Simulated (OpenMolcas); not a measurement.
Run report: Er³⁺, multiconfigurational calculation (part 2 of 2)

Continued. System: Er³⁺, among 6 point charges of −1 e at 2.62 Å, trigonal antiprism (D3d), axial distortion 0.87, whose field is part of the energies. Method: state-averaged CASSCF, active space 11 electrons in the shell 4f, basis ANO-RCC-VDZP, DKH2 scalar Hamiltonian, spin-orbit coupling by RASSI with atomic mean-field integrals (OpenMolcas).

## Log (extracts), continued
```
--- RASSI ---
SPIN-FREE ENERGIES:
  (Shifted by EMIN (a.u.) =     -13076.5831913306)

 SF State       Relative EMIN(au)   Rel lowest level(eV)    D:o, cm**(-1)      L_eff

     1             0.0000000000        0.0000000000              0.0000         6.0
     2             0.0000550475        0.0014979197             12.0815         6.0
     3             0.0000550481        0.0014979363             12.0817         6.0
     4             0.0002142662        0.0058304792             47.0260         6.0
     5             0.0002142662        0.0058304792             47.0260         6.0
     6             0.0004573626        0.0124454698            100.3795         6.0
     7             0.0004779578        0.0130058942            104.8996         6.0
     8             0.0008194331        0.0222979110            179.8448         6.0
     9             0.0008194331        0.0222979110            179.8448         6.0
    10             0.0011032789        0.0300217485            242.1417         6.0
    11             0.0011032789        0.0300217485            242.1417         6.0
    12             0.0012388145        0.0337098612            271.8884         6.0
    13             0.0012399698        0.0337412977            272.1419         6.0
    31             0.0816605480        2.2220967122          17922.4187         5.0
    32             0.0816605480        2.2220967122          17922.4187         5.0
    33             0.0817479935        2.2244762269          17941.6107         5.0
    34             0.0817479935        2.2244762269          17941.6107         5.0
    35             0.0818454174        2.2271272662          17962.9928         5.0
    36             0.0818517595        2.2272998430          17964.3847         5.0
    37             0.0819408009        2.2297227819          17983.9271         5.0
    38             0.0819408009        2.2297227819          17983.9271         5.0
    39             0.0820045410        2.2314572382          17997.9164         5.0
    40             0.0820045410        2.2314572382          17997.9164         5.0
    41             0.0820273919        2.2320790446          18002.9316         5.0
    14             0.0823490377        2.2408314711          18073.5247         3.0
    15             0.0823690855        2.2413769995          18077.9247         3.0
    16             0.0832948790        2.2665691236          18281.1129         0.0
    17             0.0833792118        2.2688639385          18299.6218         3.0
    18             0.0833792118        2.2688639385          18299.6218         3.0
    19             0.0837818738        2.2798209284          18387.9959         3.0
    20             0.0837818743        2.2798209427          18387.9960         3.0
    21             0.0838601457        2.2819508141          18405.1746         3.0
    42             0.1080734732        2.9408290213          23719.3857         4.0
    43             0.1080734732        2.9408290213          23719.3857         4.0
    44             0.1085882909        2.9548379265          23832.3751         4.0
    45             0.1085892532        2.9548641111          23832.5863         4.0
    46             0.1090338124        2.9669611820          23930.1558         4.0
    47             0.1090338124        2.9669611820          23930.1558         4.0
    48             0.1093318372        2.9750708512          23995.5647         4.0
    49             0.1093318381        2.9750708756          23995.5649         4.0
Eigenvalues of complex Hamiltonian:
   -----------------------------------
  (Shifted by EMIN (a.u.) =     -13076.5831913306)

 SO State       Relative EMIN(au)   Rel lowest level(eV)    D:o, cm**(-1)     J-value

     1            -0.0370545401        0.0000000000              0.0000         7.5
     2            -0.0370545401        0.0000000000              0.0000         7.5
     3            -0.0369826941        0.0019550281             15.7684         7.3
     4            -0.0369826941        0.0019550281             15.7684         7.3
     5            -0.0368422909        0.0057755952             46.5833         7.1
     6            -0.0368422909        0.0057755952             46.5833         7.1
     7            -0.0366419193        0.0112279842             90.5598         6.6
     8            -0.0366419193        0.0112279842             90.5598         6.6
     9            -0.0363942993        0.0179660670            144.9061         6.0
    10            -0.0363942993        0.0179660670            144.9061         6.0
    11            -0.0360825074        0.0264503569            213.3365         5.4
    12            -0.0360825074        0.0264503569            213.3365         5.4
    13            -0.0358626776        0.0324322298            261.5836         4.3
    14            -0.0358626776        0.0324322298            261.5836         4.3
    15            -0.0357525465        0.0354290509            285.7546         2.5
    16            -0.0357525465        0.0354290509            285.7546         2.5
    17            -0.0066670191        0.8268865697           6669.2900         6.5
    18            -0.0066670191        0.8268865697           6669.2900         6.5
    19            -0.0065838083        0.8291508514           6687.5526         6.3
    20            -0.0065838083        0.8291508514           6687.5526         6.3
    21            -0.0064235682        0.8335112079           6722.7213         6.0
    22            -0.0064235682        0.8335112079           6722.7213         6.0
    23            -0.0061997171        0.8396025051           6771.8509         5.5
    24            -0.0061997171        0.8396025051           6771.8509         5.5
    25            -0.0059386085        0.8467076335           6829.1576         4.9
    26            -0.0059386085        0.8467076335           6829.1576         4.9
    27            -0.0057012614        0.8531661752           6881.2493         3.9
    28            -0.0057012614        0.8531661752           6881.2493         3.9
    29            -0.0055320028        0.8577719386           6918.3973         2.2
    30            -0.0055320028        0.8577719386           6918.3973         2.2
    31             0.0120080946        1.3350623036          10768.0037         5.5
    32             0.0120080946        1.3350623036          10768.0037         5.5
    33             0.0120950700        1.3374290250          10787.0926         5.3
    34             0.0120950700        1.3374290250          10787.0926         5.3
    35             0.0122594952        1.3419032603          10823.1797         4.9
    36             0.0122594952        1.3419032603          10823.1797         4.9
    37             0.0124768359        1.3478174029          10870.8805         4.4
    38             0.0124768359        1.3478174029          10870.8805         4.4
    39             0.0127003552        1.3538996730          10919.9373         3.5
    40             0.0127003552        1.3538996730          10919.9373         3.5
    41             0.0128948245        1.3591914535          10962.6184         1.9
Weights of the five most important spin-orbit-free states for each spin-orbit state.

 SO State  Total energy (au)           Spin-free states, spin, and weights
 -------------------------------------------------------------------------------------------------------
    1        -0.037055       1 1.5  0.4182    2 1.5  0.2384    3 1.5  0.2384    4 1.5  0.0386    5 1.5  0.0386
    2        -0.037055       1 1.5  0.4182    2 1.5  0.2384    3 1.5  0.2384    4 1.5  0.0386    5 1.5  0.0386
    3        -0.036983       3 1.5  0.2311    2 1.5  0.2311    1 1.5  0.1838    4 1.5  0.1404    5 1.5  0.1404
    4        -0.036983       3 1.5  0.2311    2 1.5  0.2311    1 1.5  0.1838    4 1.5  0.1404    5 1.5  0.1404
    5        -0.036842       5 1.5  0.2379    4 1.5  0.2379    3 1.5  0.1327    2 1.5  0.1327    6 1.5  0.1096
    6        -0.036842       5 1.5  0.2379    4 1.5  0.2379    3 1.5  0.1327    2 1.5  0.1327    6 1.5  0.1096
    7        -0.036642       7 1.5  0.2338    6 1.5  0.2201    5 1.5  0.1838    4 1.5  0.1838    9 1.5  0.0684
    8        -0.036642       7 1.5  0.2338    6 1.5  0.2201    5 1.5  0.1838    4 1.5  0.1838    9 1.5  0.0684
    9        -0.036394       7 1.5  0.2450    6 1.5  0.2449    8 1.5  0.2028    9 1.5  0.2028   11 1.5  0.0382
   10        -0.036394       7 1.5  0.2450    6 1.5  0.2449    8 1.5  0.2028    9 1.5  0.2028   11 1.5  0.0382
   11        -0.036083       9 1.5  0.3042    8 1.5  0.3042   11 1.5  0.1677   10 1.5  0.1677   12 1.5  0.0157
   12        -0.036083       9 1.5  0.3042    8 1.5  0.3042   11 1.5  0.1677   10 1.5  0.1677   12 1.5  0.0157
```

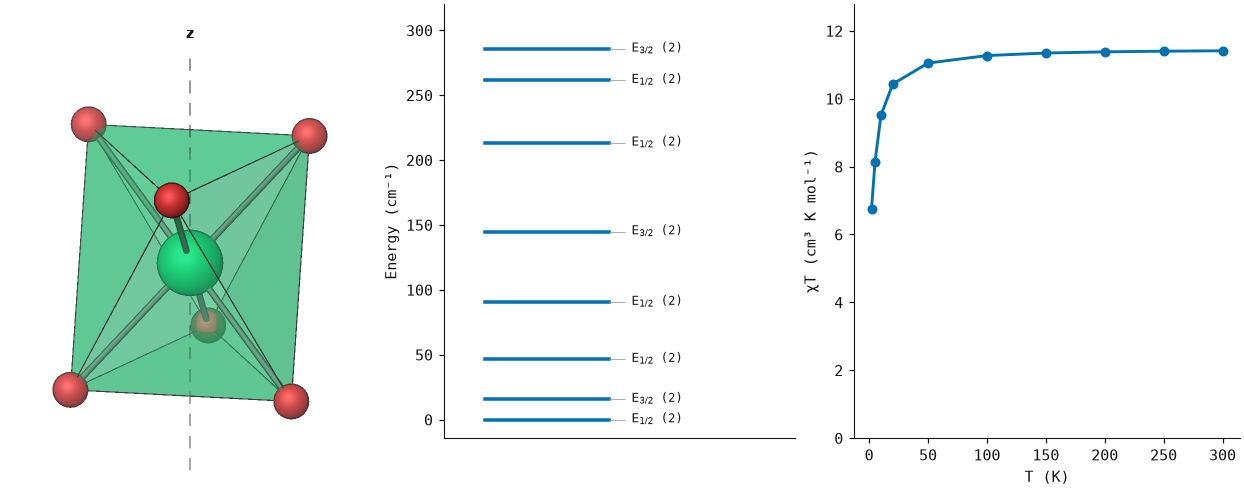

*Er³⁺ (4f¹¹) among 6 point charges of −1 e at 2.62 Å, arranged as: trigonal antiprism (D3d), axial distortion 0.87, with its levels and susceptibility. Labels give the representation in O, Td, D4 or D3 as the site allows (double group for half-integer spin) where it could be assigned and, in brackets, the degeneracy; spin-free states, where drawn, share the zero of the spin-orbit levels. Powder susceptibility by Van Vleck's formula.*

The ground level is E₁/₂, a Kramers doublet, 98 % from states of spin multiplicity 4 (of the 112 states of multiplicity 2, 67 enter the spin-orbit step), effective J = 7.50, with |mJ| = 1/2 the largest share (97 %). Its principal g values are 1.23, 9.56 and 9.56, easy-plane. The next level lies at 16 cm⁻¹ (E₃/₂). The lowest J multiplet spreads over 286 cm⁻¹. χT is 6.75 cm³ K mol⁻¹ at 2 K and 11.4 at 300 K, an effective moment of 9.55 μB.

Outcome of the run: converged.
